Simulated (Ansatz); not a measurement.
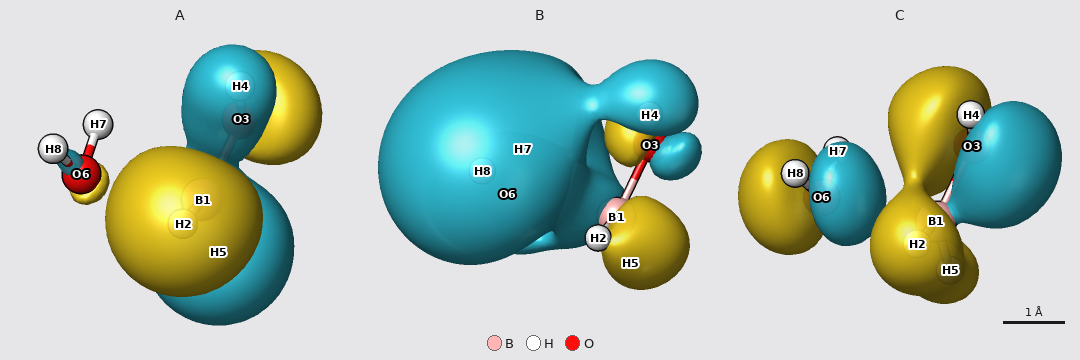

Figure. BH3O···H2O. Three frontier orbitals at ±0.08 Å⁻³ᐟ² (yellow and cyan are the two phases), in no order.

All numbers below come from RKS revPBE-D4/def2-SVP in Ansatz 0.2.0.

```yaml
atoms:
  - { symbol: B, position_ang: [-0.1235, -0.1636, -0.0371] }
  - { symbol: H, position_ang: [-0.3173, -0.9394, 0.8970] }
  - { symbol: O, position_ang: [1.1456, -0.0968, -0.6252] }
  - { symbol: H, position_ang: [1.7973, -0.6047, -0.1124] }
  - { symbol: H, position_ang: [-1.0433, 0.2004, -0.7489] }
  - { symbol: O, position_ang: [-0.1057, 1.5302, 1.0891] }
  - { symbol: H, position_ang: [0.5843, 1.9751, 0.5535] }
  - { symbol: H, position_ang: [0.3668, 1.2775, 1.9071] }
```

Which picture is the HOMO−1, the HOMO and the LUMO?

Answer. C is the HOMO−1 (−6.91 eV). Its weight (Hirshfeld) is mainly on O3 (about 55 %), O6 (about 25 %) and B1 (about 10 %); largely a combination of lone pairs on O3 and O6. A is the HOMO (−6.41 eV). It lies mainly on B1 (about 30 %), O3 (about 25 %), H2 (about 20 %) and H5 (about 20 %). B is the LUMO (−0.22 eV). By Hirshfeld shares it lies mainly on H8 (about 30 %), O6 (about 20 %), H7 (about 20 %), B1 (about 10 %) and O3 (about 5 %).

What is the HOMO–LUMO gap?

Answer. 6.19 eV between the orbital energies.
